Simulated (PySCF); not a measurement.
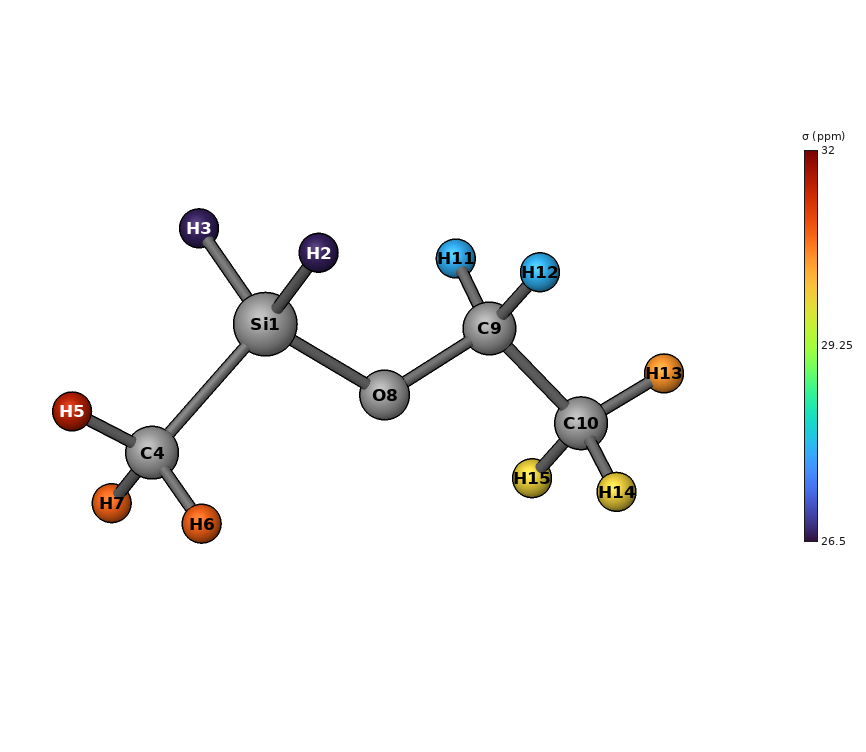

Atoms are coloured by their isotropic NMR shieldings (H only, the others grey). The geometry was computed by an optimisation with PBE0-D3(BJ)/def2-SVP. No frequency run is at hand to confirm it as a minimum. Properties computed with GIAO ωB97X-D/pcSseg-1 NMR shielding, non-relativistic, gas phase (PySCF 2.14.0).

Give the isotropic NMR shieldings of the H atoms atom by atom.

| atom | σ (ppm) |
| --- | --- |
| H2 | 26.62 |
| H3 | 26.62 |
| H5 | 31.51 |
| H6 | 30.85 |
| H7 | 30.84 |
| H11 | 27.77 |
| H12 | 27.79 |
| H13 | 30.46 |
| H14 | 29.94 |
| H15 | 29.93 |
